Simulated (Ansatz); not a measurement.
# F2H2Si···H2O: what the fields show

The calculation's input:

```
crystal:
  periodic: [false, false, false]
  atoms:
    - { symbol: Si, position_ang: [0.253787, 0.100291, -0.109384] }
    - { symbol: H, position_ang: [0.120104, 0.029438, 1.351205] }
    - { symbol: F, position_ang: [1.811835, -0.068123, -0.456688] }
    - { symbol: H, position_ang: [-0.221804, 1.341065, -0.744089] }
    - { symbol: F, position_ang: [-0.489584, -1.176421, -0.7427] }
    - { symbol: O, position_ang: [-2.376943, 0.046328, 1.050769] }
    - { symbol: H, position_ang: [-2.599237, -0.790409, 0.610275] }
    - { symbol: H, position_ang: [-1.698958, -0.217868, 1.717812] }
basis:
  gaussian: { orbitals: "6-31G*" }
hamiltonian:
  xc: b3lyp
  dispersion: d4
relax:
  f_tol: 0.03
  max_steps: 50
output:
  orbitals: {}
```

Launched as:

```sh
ansatz run input.yaml --threads 2 --pin off --max-ram 3072MiB --backend cpu --events-out ev --progress --plain --runs-dir out
```

The fields are those of the run's last geometry, not of the input's.

Theory: Ansatz, RKS B3LYP-D4/6-31G*.

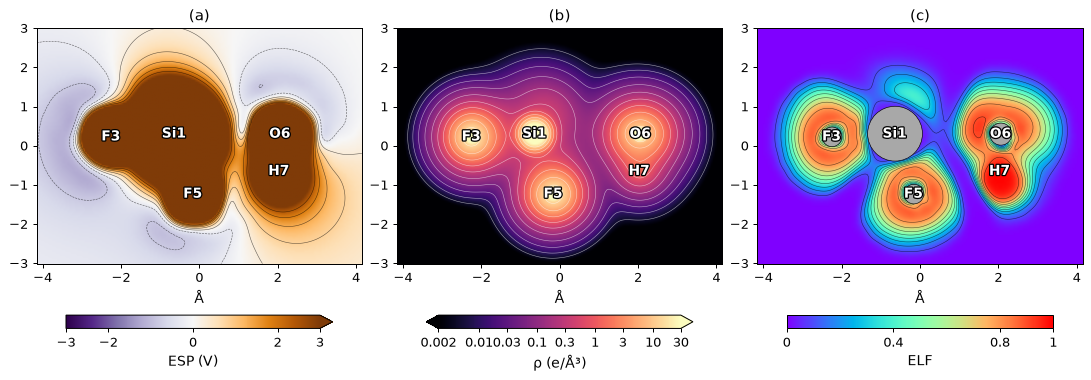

Figure 1. (a) molecular electrostatic potential; (b) electron density; (c) electron localisation function on the plane of atoms F3, Si1 and F5. Grey discs cover the atomic cores in the ELF map.

### Describe what can be read from this map.

- The section cuts through Si, F, O and H sites.
- Si1···O6 (2.70 Å): the density falls to about 0.13 e/Å³ on the way; the ELF is about 0.10 at the midpoint.
- Si–F (1.61 Å): the density is about 1.1 e/Å³ at the midpoint; the ELF peaks at about 0.85 in the valence shell of F, 0.5 Å from its nucleus, and is about 0.45 at the midpoint.
- O–H (0.97 Å): the density is about 3.6 e/Å³ at the midpoint; the ELF climbs to about 1 towards the hydrogen, as it does in any bond to H; a covalent bond by its length.
- The ELF also peaks beside F5, F3 and O6, away from the bonds: lone-pair regions.
- Outside the dense part of the complex the potential is most negative (−1.2 V) near F3.

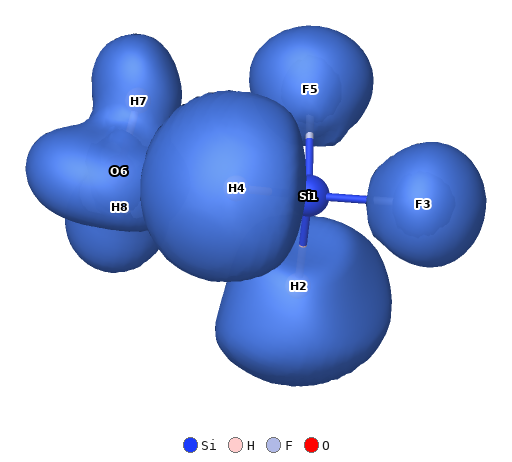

Figure 2. Isosurface of the ELF at 0.75 (blue), seen at a tilt. Core shells and regions of very low density are left out.

### What do the ELF domains correspond to?

The ELF exceeds this value in two regions around hydrogen nuclei, two regions wrapped around F (its lone pairs, merged into a ring or cap) and one joined region spread over several atoms (H, O), in which their bonds and any lone pairs are merged.

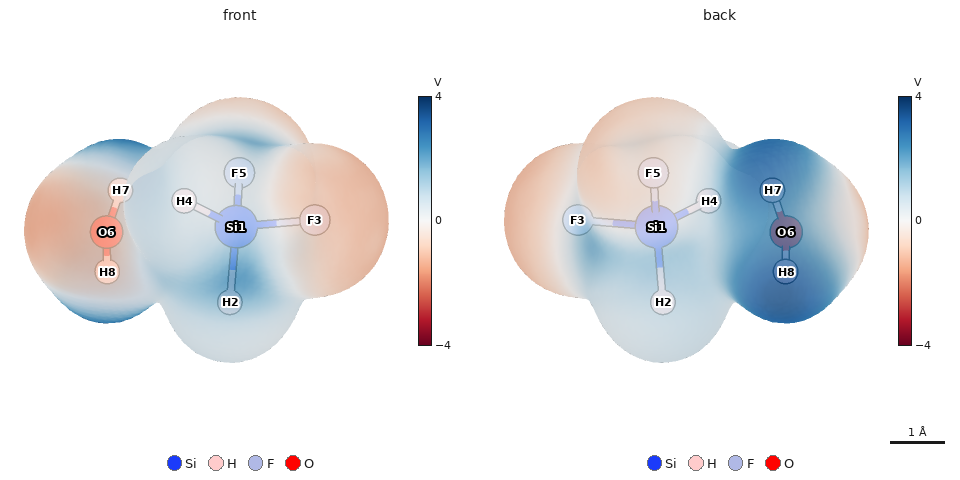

Figure 3. The electrostatic potential painted on the density surface at 0.004 e/bohr³, seen from the front and from behind; the colour scale runs from red (negative) to blue (positive).

### Where is the surface potential most negative and most positive?

The most negative region (about −1.5 V) lies over O6, the most positive (about +3.4 V) over H8. O6 is the likeliest acceptor of a hydrogen bond.
